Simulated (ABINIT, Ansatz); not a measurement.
# CsCdH3 (Pm-3m): zone-centre phonons

Which modes does CsCdH3 (Pm-3m) have at the zone centre?

Method: DFT PBEsol, scalar-relativistic, plane waves, PseudoDojo norm-conserving pseudopotentials, in ABINIT 10.8.3.

The structure was built from a prototype and need not be the compound's stable phase.

### 1. The structure

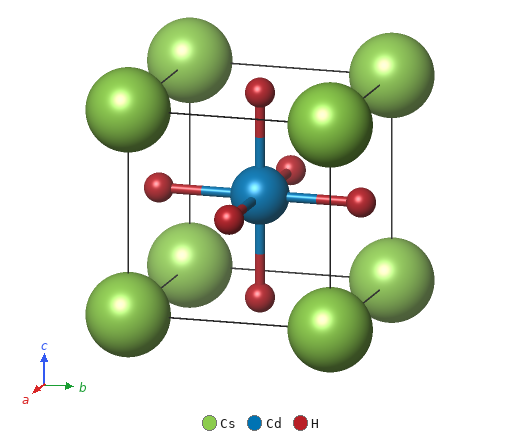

The starting structure, seen slightly off an axis (caesium green, cadmium blue, hydrogen red). Some periodic images of atoms are drawn too.

### 2. Relaxing the cell and atoms

The harmonic expansion needs vanishing forces, and a free crystal bears no stress, so cell and atoms are brought to rest. Stress is more sensitive to the basis than forces are: the last 3 Ha under the cutoff are smoothed with ecutsm, and the cutoff is raised above that of the later runs.

The starting cell comes from a relaxation made beforehand in Ansatz (PBEsol, PseudoDojo NC).

Contents of relax.abi:

```
# relaxation
ionmov 2
optcell 2
dilatmx 1.08
ntime 40
tolmxf 1.0d-05
tolvrs 1.0d-14
prtwf 0
prtden 0
chksymtnons 0

# basis, mesh and filling
ecut 57.0
ecutsm 3.0
ngkpt 6 6 6
nshiftk 1
shiftk 0.0 0.0 0.0
istwfk *1
occopt 3
tsmear 0.01
nband 24
nstep 100
diemac 1000000.0
prtebands 0
prtgsr 0
useylm 1

# cell and atoms
acell 3*1.0 Angstrom
rprim 
    4.229375123 0.0 0.0
    0.0 4.229375123 0.0
    0.0 0.0 4.229375123
ntypat 3
znucl 55 48 1
natom 5
typat 1 2 3 3 3
xred 
    0.0 0.0 0.0
    0.5 0.5 0.5
    0.5 0.5 0.0
    0.5 0.0 0.5
    0.0 0.5 0.5
pp_dirpath "./pseudo"
pseudos "Cs.upf, Cd.upf, H.upf"
```

On the command line:

```console
OMP_NUM_THREADS=1 mpirun -n 4 abinit relax.abi > relax.log
```

Numbers of over 12 decimals in the logs are rounded to 6 here.

relax.abo, the main output file:

```text
[banners, grids, parts of the stress and lines that vanish by symmetry left out]
- input  file    -> relax.abi
- output file    -> relax.abo
- root for input  files -> relaxi
[...]
Symmetries : space group Pm -3 m (#221); Bravais cP (primitive cubic)
[...]
mpw =       13264          nfft =      216000          nkpt =          20
[...]
== DATASET  1 ==================================================================
[...]
cutoff_energies: {ecut:  57.0, pawecutdg:  -1.0, }
[...]
ETOT  1  -198.01558611351    -1.980E+02 2.306E+00 8.047E+03
 ETOT  2  -199.24981898743    -1.234E+00 7.296E-02 1.122E+04
 ETOT  3  -200.19322326011    -9.434E-01 1.048E-02 1.634E+03
 ETOT  4  -200.27231516747    -7.909E-02 1.429E-02 5.485E+02
 ETOT  5  -200.31104759477    -3.873E-02 3.440E-03 6.469E+00
[...]
At SCF step   18       vres2   =  4.07E-15 < tolvrs=  1.00E-14 =>converged.
[...]
sigma(1 1)= -3.19331600E-06  sigma(3 2)=  0.00000000E+00
  sigma(2 2)= -3.19331600E-06  sigma(3 1)=  0.00000000E+00
  sigma(3 3)= -3.19331600E-06  sigma(2 1)=  0.00000000E+00
[...]
convergence: {deltae: -8.441E-12, res2:  4.069E-15, residm:  9.053E-04, diffor: null, }
etotal    :  -2.00311413E+02
[...]
ETOT  1  -200.31140412274    -2.003E+02 3.311E-04 1.545E-01
[...]
At SCF step   12       vres2   =  4.33E-15 < tolvrs=  1.00E-14 =>converged.
[...]
sigma(1 1)= -2.80178445E-06  sigma(3 2)=  0.00000000E+00
  sigma(2 2)= -2.80178445E-06  sigma(3 1)=  0.00000000E+00
  sigma(3 3)= -2.80178445E-06  sigma(2 1)=  0.00000000E+00
[...]
convergence: {deltae: -5.656E-12, res2:  4.330E-15, residm:  1.157E-05, diffor: null, }
etotal    :  -2.00311413E+02
[...]
ETOT  1  -200.31093373650    -2.003E+02 1.319E-05 8.012E+00
[...]
ETOT 15  -200.31141480417     3.078E-11 1.333E-06 1.278E-14
 ETOT 16  -200.31141480421    -3.899E-11 1.008E-06 2.250E-15
 At SCF step   16       vres2   =  2.25E-15 < tolvrs=  1.00E-14 =>converged.
[...]
sigma(1 1)= -8.96828968E-09  sigma(3 2)=  0.00000000E+00
  sigma(2 2)= -8.96828969E-09  sigma(3 1)=  0.00000000E+00
  sigma(3 3)= -8.96828970E-09  sigma(2 1)=  0.00000000E+00
[...]
convergence: {deltae: -3.899E-11, res2:  2.250E-15, residm:  1.008E-06, diffor: null, }
etotal    :  -2.00311415E+02
[...]
At Broyd/MD step   3, gradients are converged :
[...]
sigma(1 1)= -8.96828968E-09  sigma(3 2)=  0.00000000E+00
  sigma(2 2)= -8.96828969E-09  sigma(3 1)=  0.00000000E+00
  sigma(3 3)= -8.96828970E-09  sigma(2 1)=  0.00000000E+00
[...]
- sigma(1 1)= -2.63856192E-04  sigma(3 2)=  0.00000000E+00
- sigma(2 2)= -2.63856192E-04  sigma(3 1)=  0.00000000E+00
- sigma(3 3)= -2.63856193E-04  sigma(2 1)=  0.00000000E+00
[...]
fcart     -0.0000000000E+00 -0.0000000000E+00 -0.0000000000E+00
           strten     -8.9682896803E-09 -8.9682896855E-09 -8.9682896985E-09
================================================================================

[key lines of the parts left out:]
pressure_GPa:   2.6386E-04
Total energy (etotal) [Ha]= -2.00311414804212E+02
```

Elapsed: 5.5 min, on 4 MPI ranks of Intel Xeon at 2.70GHz, shared host.

Little changed from the start: no atom moved by 0.005 Å and no cell edge by 0.1 %.

Numbers from this step:

- volume per atom: 15.17 Å³
- pressure: 2.64e-4 GPa
- gap on the k-mesh: 0 eV

The volume changes by +0.2 % from the cell with which this run began.

### 3. Ground state

The response is built on these wavefunctions, so the potential is converged far more tightly than an energy would need. Occupations are smeared.

Contents of gs.abi:

```
# ground state
tolvrs 1.0d-16
prtden 1
prtwf 1

# basis, mesh and filling
ecut 47.0
ngkpt 6 6 6
nshiftk 1
shiftk 0.0 0.0 0.0
istwfk *1
occopt 3
tsmear 0.01
nband 24
nstep 100
diemac 1000000.0
prtebands 0
prtgsr 0
useylm 1

# cell and atoms
acell 3*1.0 Angstrom
rprim 
    4.232686503 0.0 0.0
    0.0 4.232686503 0.0
    0.0 0.0 4.232686503
ntypat 3
znucl 55 48 1
natom 5
typat 1 2 3 3 3
xred 
    0.0 0.0 0.0
    0.5 0.5 0.5
    0.5 0.5 0.0
    0.5 0.0 0.5
    0.0 0.5 0.5
pp_dirpath "./pseudo"
pseudos "Cs.upf, Cd.upf, H.upf"
```

On the command line:

```console
OMP_NUM_THREADS=1 mpirun -n 4 abinit gs.abi > gs.log
```

gs.abo, the main output file:

```text
[banners, grids, parts of the stress and lines that vanish by symmetry left out]
- input  file    -> gs.abi
- output file    -> gs.abo
- root for input  files -> gsi
[...]
Symmetries : space group Pm -3 m (#221); Bravais cP (primitive cubic)
[...]
mpw =        7920          nfft =      125000          nkpt =          20
[...]
== DATASET  1 ==================================================================
[...]
cutoff_energies: {ecut:  47.0, pawecutdg:  -1.0, }
[...]
ETOT  1  -198.52296525032    -1.985E+02 2.462E+00 3.337E+03
 ETOT  2  -199.54928415808    -1.026E+00 4.545E-02 4.581E+03
 ETOT  3  -200.23709365117    -6.878E-01 9.538E-03 5.998E+02
 ETOT  4  -200.28805317129    -5.096E-02 1.714E-02 1.888E+02
 ETOT  5  -200.31108875011    -2.304E-02 2.784E-03 2.273E-01
[...]
ETOT 21  -200.31117008035     1.717E-11 1.604E-05 2.500E-16
 ETOT 22  -200.31117008035    -3.553E-12 4.328E-05 2.378E-17
 At SCF step   22       vres2   =  2.38E-17 < tolvrs=  1.00E-16 =>converged.
[...]
sigma(1 1)=  7.83986464E-06  sigma(3 2)=  0.00000000E+00
  sigma(2 2)=  7.83986464E-06  sigma(3 1)=  0.00000000E+00
  sigma(3 3)=  7.83986464E-06  sigma(2 1)=  0.00000000E+00
[...]
convergence: {deltae: -3.553E-12, res2:  2.378E-17, residm:  4.328E-05, diffor: null, }
etotal    :  -2.00311170E+02
[...]
sigma(1 1)=  7.83986464E-06  sigma(3 2)=  0.00000000E+00
  sigma(2 2)=  7.83986464E-06  sigma(3 1)=  0.00000000E+00
  sigma(3 3)=  7.83986464E-06  sigma(2 1)=  0.00000000E+00
[...]
- sigma(1 1)=  2.30656781E-01  sigma(3 2)=  0.00000000E+00
- sigma(2 2)=  2.30656781E-01  sigma(3 1)=  0.00000000E+00
- sigma(3 3)=  2.30656781E-01  sigma(2 1)=  0.00000000E+00
[...]
fcart     -0.0000000000E+00 -0.0000000000E+00 -0.0000000000E+00
           strten      7.8398646387E-06  7.8398646388E-06  7.8398646388E-06
================================================================================

[key lines of the parts left out:]
pressure_GPa:  -2.3066E-01
```

Run time: 99 s. Hardware: 4 MPI ranks.

Numbers from this step:

- pressure: -0.2307 GPa

The cell stands at -0.23 GPa: the relaxation ran with a smoothed and higher cutoff, and the difference is a stress of the finite basis.

(Continued in part 2 of 4.)

[Host names and launcher messages were left out of these logs when they were recorded.]

[Logs are printed without paths, hosts, clocks, repeated set-up lines and the standing remarks that a program may print on its own settings, such as how far it seeks lower states.]

[Hosts, paths, dates, database ids (printed as entryN), source tags and the programs' standing remarks are cut or masked in the printed files.]
